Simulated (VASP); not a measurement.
Band structure of GaN (space group P6_3mc). Method: LDA (Ceperley-Alder, Perdew-Zunger), VASP's LDA PAW potentials (set 64) (plane waves; VASP).

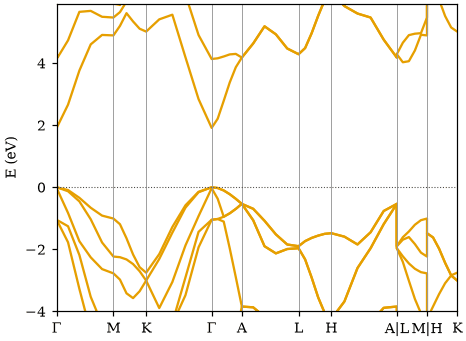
Figure: Bands along high-symmetry lines, zero at the valence-band maximum or, without a gap, the Fermi level

Problem. Read the plot: is there a gap, and where are the band edges?

Solution. The gap is direct, 1.91 eV, from the valence maximum at Γ to the conduction minimum at Γ.

The structure is a typed GaN crystal (P6_3mc). The cell was not relaxed at this level.
